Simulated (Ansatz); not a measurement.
# Geometry relaxation of CH3FGeO

CH3FGeO, SMILES C[O][Ge][F], computed with PBE/def2-SVP, RKS (Ansatz 0.2.0).

The geometry comes from this level: PBE0-D4/def2-TZVP. Figures and captions count atoms from 1; the log counts them from 0 in places.

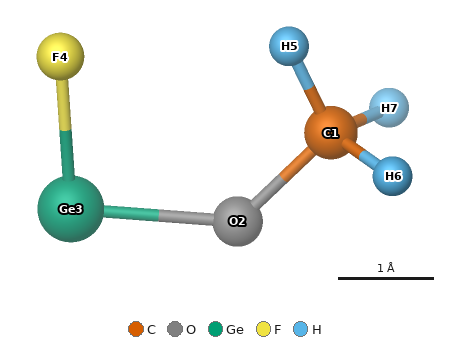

Fig. 1: The input geometry (ball-and-stick view, seen at a tilt; atoms are numbered from 1 in the order of the input). Sticks mark near contacts. Bond lengths as drawn: C–H 1.09 Å, C–O 1.41 Å, F–Ge 1.77 Å and Ge–O 1.76 Å.

**The input**
```yaml
basis:
  gaussian: {orbitals: def2-SVP}
crystal:
  periodic: [false, false, false]
  atoms:
    - {symbol: C, position_ang: [-0.504800, 0.491500, 0.394900]}
    - {symbol: O, position_ang: [0.412400, 0.624200, -0.671900]}
    - {symbol: Ge, position_ang: [1.441700, -0.610700, -1.398400]}
    - {symbol: F, position_ang: [0.967400, -1.990600, -0.400200]}
    - {symbol: H, position_ang: [-0.548500, -0.532200, 0.773800]}
    - {symbol: H, position_ang: [-0.208000, 1.161100, 1.206600]}
    - {symbol: H, position_ang: [-1.498700, 0.788500, 0.049700]}
hamiltonian: {xc: {name: PBE}}
relax: {f_tol: 0.002}
output: {orbitals: {seedname: orbitals}}
```

Launch command:
```bash
ansatz run in.yaml --threads 1 --pin off --max-ram 3480MiB --events-out events.jsonl --progress --plain --runs-dir runs
```

**The program's output**
```
The last accepted step is kept in runs//last_step.txt (removed where the run ends without a failure and the disk answers)
Functional definition: PBE
  name "PBE"
  parameter kappa = 0.804
  parameter beta = 0.06672455060314922
  exchange = pbe_x(kappa = kappa, mu = beta*pi^2/3)
  correlation = pbe_c(beta = beta)
974 factors; their error is unknown
mean field evaluation 1: about -62334.5404 eV, gradient 6.6e1 eV
mean field evaluation 2: about -62261.8546 eV, gradient 1.8e2 eV
mean field evaluation 4: about -62342.5895 eV, gradient 1.7e1 eV
mean field evaluation 8: about -62343.1290 eV, gradient 1.2e-1 eV
mean field evaluation 16: about -62343.0676 eV, gradient 8.8e-5 eV
mean field -62343.06757966 eV, -2291.0654759035 hartree, gradient 2.7e-5 eV, S^2 0.000000; 0 other end points of the search recorded, 0 dependent functions left out
the calculation of the forces begins
reference -62343.06760970 eV, -2291.0654770075 hartree; 29, 29 occupied and 60, 60 virtual orbitals, 974 factors
relax step   1: F+E_penalty+E_count = -62343.06757966 eV  Δ(F+E_penalty+E_count) = +0.000e0 eV  max|allowed force component| = 7.002e-1 eV/Å  Δτ_max = 0.0000 Å  (27 SCF iters, accepted)
these checks for a lower state are left out or cut short: starts, cluster_reference, orbital_swaps, neighbouring_geometries, increment
974 factors; their error is unknown
mean field -62343.09964388 eV, -2291.0666542420 hartree, gradient 1.3e-5 eV, S^2 0.000000; 0 other end points of the search recorded, 0 dependent functions left out
the calculation of the forces begins
reference -62343.09967391 eV, -2291.0666553453 hartree; 29, 29 occupied and 60, 60 virtual orbitals, 974 factors
relax step   2: F+E_penalty+E_count = -62343.09964388 eV  Δ(F+E_penalty+E_count) = -3.206e-2 eV  max|allowed force component| = 3.234e-1 eV/Å  Δτ_max = 0.0192 Å  (30 SCF iters, accepted)
these checks for a lower state are left out or cut short: starts, cluster_reference, orbital_swaps, neighbouring_geometries, increment
974 factors; their error is unknown
mean field evaluation 32: about -62343.1065 eV, gradient 1.3e-5 eV
mean field -62343.10645274 eV, -2291.0669044627 hartree, gradient 1.3e-5 eV, S^2 0.000000; 0 other end points of the search recorded, 0 dependent functions left out
the calculation of the forces begins
reference -62343.10648273 eV, -2291.0669055649 hartree; 29, 29 occupied and 60, 60 virtual orbitals, 974 factors
relax step   3: F+E_penalty+E_count = -62343.10645274 eV  Δ(F+E_penalty+E_count) = -6.809e-3 eV  max|allowed force component| = 6.550e-2 eV/Å  Δτ_max = 0.0125 Å  (30 SCF iters, accepted)
these checks for a lower state are left out or cut short: starts, cluster_reference, orbital_swaps, neighbouring_geometries, increment
974 factors; their error is unknown
mean field -62343.10675188 eV, -2291.0669154563 hartree, gradient 1.3e-5 eV, S^2 0.000000; 0 other end points of the search recorded, 0 dependent functions left out
the calculation of the forces begins
reference -62343.10678188 eV, -2291.0669165585 hartree; 29, 29 occupied and 60, 60 virtual orbitals, 974 factors
relax step   4: F+E_penalty+E_count = -62343.10675188 eV  Δ(F+E_penalty+E_count) = -2.991e-4 eV  max|allowed force component| = 2.133e-2 eV/Å  Δτ_max = 0.0103 Å  (30 SCF iters, accepted)
these checks for a lower state are left out or cut short: starts, cluster_reference, orbital_swaps, neighbouring_geometries, increment
974 factors; their error is unknown
mean field -62343.10680987 eV, -2291.0669175873 hartree, gradient 1.3e-5 eV, S^2 0.000000; 0 other end points of the search recorded, 0 dependent functions left out
the calculation of the forces begins
reference -62343.10683987 eV, -2291.0669186897 hartree; 29, 29 occupied and 60, 60 virtual orbitals, 974 factors
relax step   5: F+E_penalty+E_count = -62343.10680987 eV  Δ(F+E_penalty+E_count) = -5.799e-5 eV  max|allowed force component| = 9.100e-3 eV/Å  Δτ_max = 0.0046 Å  (31 SCF iters, accepted)
these checks for a lower state are left out or cut short: starts, cluster_reference, orbital_swaps, neighbouring_geometries, increment
974 factors; their error is unknown
mean field -62343.10681593 eV, -2291.0669178099 hartree, gradient 1.1e-5 eV, S^2 0.000000; 0 other end points of the search recorded, 0 dependent functions left out
the calculation of the forces begins
reference -62343.10684594 eV, -2291.0669189126 hartree; 29, 29 occupied and 60, 60 virtual orbitals, 974 factors
relax step   6: F+E_penalty+E_count = -62343.10681593 eV  Δ(F+E_penalty+E_count) = -6.058e-6 eV  max|allowed force component| = 5.259e-3 eV/Å  Δτ_max = 0.0013 Å  (22 SCF iters, accepted)
these checks for a lower state are left out or cut short: starts, cluster_reference, orbital_swaps, neighbouring_geometries, increment
974 factors; their error is unknown
mean field -62343.10681703 eV, -2291.0669178503 hartree, gradient 9.1e-6 eV, S^2 0.000000; 0 other end points of the search recorded, 0 dependent functions left out
the calculation of the forces begins
reference -62343.10684703 eV, -2291.0669189529 hartree; 29, 29 occupied and 60, 60 virtual orbitals, 974 factors
relax step   7: F+E_penalty+E_count = -62343.10681703 eV  Δ(F+E_penalty+E_count) = -1.099e-6 eV  max|allowed force component| = 1.184e-4 eV/Å  Δτ_max = 0.0007 Å  (21 SCF iters, accepted)
974 factors; their error is unknown
mean field evaluation 64: about -62342.5504 eV, gradient 1.9e1 eV
```

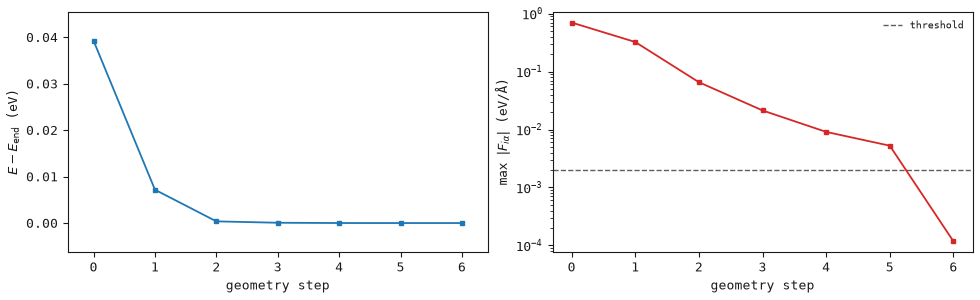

Fig. 2: Progress of the relaxation, step by step (the first geometry is step 0 here and step 1 in the log).

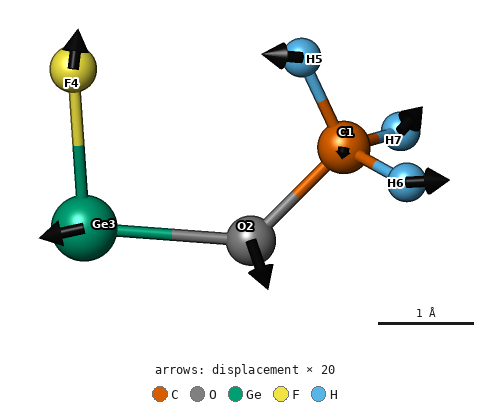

Fig. 3: The starting structure with the displacements as black arrows, magnified 20 times (ball-and-stick view, seen at a tilt). The two geometries are laid on each other by the best rigid fit. O2 moves most after the best rigid fit: 0.028 Å. By element the largest moves are O 0.028 Å, Ge 0.025 Å, H 0.024 Å, F 0.022 Å, C 0.006 Å. Among the contacts that change: O2–Ge3 1.764 → 1.799 Å, Ge3–F4 1.768 → 1.791 Å, C1–H5 1.092 → 1.111 Å, C1–O2 1.413 → 1.421 Å. The energy falls by 0.039 eV in 6 geometry steps. The largest force component goes from 0.7 to 0.00012 eV/Å. (Atoms are counted from 1 in the order of the input.)

```
mean field -62343.10681703 eV, -2291.0669178503 hartree, gradient 8.9e-6 eV, S^2 0.000000; 1 other end points of the search recorded, 0 dependent functions left out
the calculation of the forces begins
reference -62343.10684703 eV, -2291.0669189529 hartree; 29, 29 occupied and 60, 60 virtual orbitals, 974 factors
Total energy: -62343.10684703 eV, -2291.0669189529 hartree
Atom 0 at    -0.501281     0.495718     0.391656 Å, force     0.000080    -0.000006    -0.000109 eV/Å
Atom 1 at     0.418278     0.650258    -0.680406 Å, force    -0.000067     0.000013     0.000118 eV/Å
Atom 2 at     1.458542    -0.622128    -1.412240 Å, force     0.000050    -0.000082    -0.000004 eV/Å
Atom 3 at     0.953689    -2.005302    -0.392044 Å, force    -0.000046     0.000066    -0.000073 eV/Å
Atom 4 at    -0.531604    -0.547775     0.770671 Å, force     0.000002     0.000075     0.000059 eV/Å
Atom 5 at    -0.216967     1.174576     1.224915 Å, force    -0.000064     0.000003    -0.000025 eV/Å
Atom 6 at    -1.519156     0.786452     0.051948 Å, force     0.000045    -0.000070     0.000034 eV/Å
Dipole moment:    -0.023126     0.131910    -0.018177 e Å
```

**Trajectory as extended XYZ (Å, eV, eV/Å), 7 frames, from step=1 to step=7**
```
7
Properties=species:S:1:pos:R:3:forces:R:3 step=1 energy=-62343.06758
C    -0.5048    0.4915    0.3949    0.2269   0.0238  -0.2635
O     0.4124    0.6242   -0.6719   -0.2295   0.5683   0.0635
Ge    1.4417   -0.6107   -1.3984    0.6621  -0.1107  -0.7002
F     0.9674   -1.9906   -0.4002   -0.1710  -0.4544   0.3443
H    -0.5485   -0.5322    0.7738   -0.0297  -0.5683   0.2188
H    -0.2080    1.1611    1.2066    0.1048   0.3672   0.4682
H    -1.4987    0.7885    0.0497   -0.5636   0.1741  -0.1312
7
Properties=species:S:1:pos:R:3:forces:R:3 step=2 energy=-62343.09964
C    -0.5053    0.4949    0.3947    0.0977  -0.0303  -0.1002
O     0.4158    0.6286   -0.6764   -0.1735   0.3234   0.0869
Ge    1.4555   -0.6170   -1.4102    0.2888  -0.0716  -0.2986
F     0.9682   -2.0003   -0.4014   -0.0724  -0.2219   0.1557
H    -0.5478   -0.5409    0.7787   -0.0091  -0.1573   0.0616
H    -0.2117    1.1725    1.2182    0.0312   0.1076   0.1341
H    -1.5131    0.7940    0.0509   -0.1627   0.0501  -0.0394
7
Properties=species:S:1:pos:R:3:forces:R:3 step=3 energy=-62343.10645
C    -0.5046    0.4974    0.3937    0.0208  -0.0291  -0.0128
O     0.4162    0.6408   -0.6787   -0.0314   0.0655   0.0153
Ge    1.4607   -0.6215   -1.4145    0.0202  -0.0321  -0.0129
F     0.9664   -2.0113   -0.3990   -0.0070  -0.0035   0.0091
H    -0.5415   -0.5449    0.7760   -0.0031   0.0040   0.0019
H    -0.2154    1.1772    1.2246   -0.0005  -0.0023  -0.0015
H    -1.5202    0.7941    0.0524    0.0011  -0.0025   0.0009
7
Properties=species:S:1:pos:R:3:forces:R:3 step=4 energy=-62343.10675
C    -0.5026    0.4962    0.3922    0.0008  -0.0152   0.0046
O     0.4169    0.6463   -0.6802   -0.0009   0.0213  -0.0054
Ge    1.4598   -0.6219   -1.4141   -0.0088  -0.0145   0.0145
F     0.9592   -2.0067   -0.3932    0.0038   0.0059  -0.0066
H    -0.5366   -0.5473    0.7721    0.0001   0.0101  -0.0032
H    -0.2155    1.1746    1.2252   -0.0020  -0.0049  -0.0062
H    -1.5197    0.7906    0.0525    0.0070  -0.0027   0.0023
7
Properties=species:S:1:pos:R:3:forces:R:3 step=5 energy=-62343.10681
C    -0.5015    0.4959    0.3913   -0.0085  -0.0008   0.0091
O     0.4172    0.6502   -0.6811    0.0077  -0.0042  -0.0051
Ge    1.4587   -0.6221   -1.4118   -0.0007  -0.0018   0.0001
F     0.9552   -2.0061   -0.3916   -0.0004   0.0069  -0.0014
H    -0.5325   -0.5479    0.7699   -0.0001   0.0029  -0.0013
H    -0.2161    1.1739    1.2251   -0.0008  -0.0016  -0.0025
H    -1.5195    0.7878    0.0526    0.0028  -0.0013   0.0011
7
Properties=species:S:1:pos:R:3:forces:R:3 step=6 energy=-62343.10682
C    -0.5015    0.4957    0.3917    0.0053  -0.0007  -0.0038
O     0.4181    0.6502   -0.6805   -0.0021  -0.0001   0.0011
Ge    1.4584   -0.6222   -1.4123   -0.0001   0.0010   0.0002
F     0.9542   -2.0052   -0.3916   -0.0004  -0.0002   0.0002
H    -0.5318   -0.5479    0.7701   -0.0014   0.0004   0.0015
H    -0.2166    1.1742    1.2250   -0.0011  -0.0003   0.0005
H    -1.5192    0.7869    0.0521   -0.0001  -0.0001   0.0004
7
Properties=species:S:1:pos:R:3:forces:R:3 step=7 energy=-62343.10682
C    -0.5013    0.4957    0.3917    0.0001   0.0000  -0.0001
O     0.4183    0.6503   -0.6804   -0.0001   0.0000   0.0001
Ge    1.4585   -0.6221   -1.4122    0.0001  -0.0001   0.0000
F     0.9537   -2.0053   -0.3920    0.0000   0.0001  -0.0001
H    -0.5316   -0.5478    0.7707    0.0000   0.0001   0.0001
H    -0.2170    1.1746    1.2249   -0.0001   0.0000   0.0000
H    -1.5192    0.7865    0.0519    0.0000  -0.0001   0.0000
```

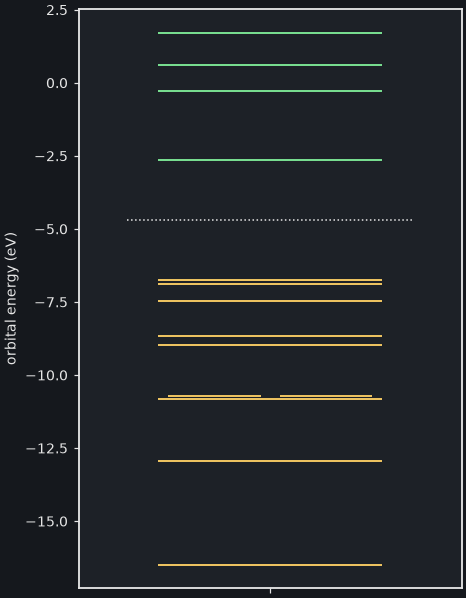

Fig. 4: Orbital energies near the frontier; the dotted line parts filled from empty levels, and levels within 0.02 eV of each other stand side by side. Highest filled −6.76 eV, lowest empty −2.63 eV, 4.13 eV apart.

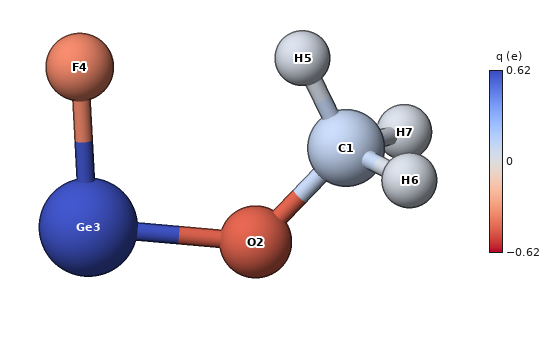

Fig. 5: Mulliken charges, as the colour of each atom (ball-and-stick view, seen at a tilt; atoms are numbered from 1 in the order of the input; Mulliken charges depend strongly on the basis). By element: C +0.11, O −0.45, Ge +0.59, F −0.36 and H +0.04 e.

**Results in brief**

```json
{"quantity": "outcome", "value": "converged"}
{"quantity": "total energy", "value": "−2291.066919 hartree"}
{"quantity": "basis functions", "value": "89"}
{"quantity": "largest force", "value": "0.000 eV/Å"}
{"quantity": "SCF solution under orbital rotations", "value": "stable"}
{"quantity": "HOMO", "value": "−6.76 eV"}
{"quantity": "LUMO", "value": "−2.63 eV"}
{"quantity": "dipole moment", "value": "0.65 D"}
{"quantity": "hardware", "value": "1 thread of Arm Neoverse V2, 112 GiB of memory available, shared host"}
{"quantity": "wall time", "value": "22 s"}
{"quantity": "peak memory", "value": "0.14 GiB"}
```
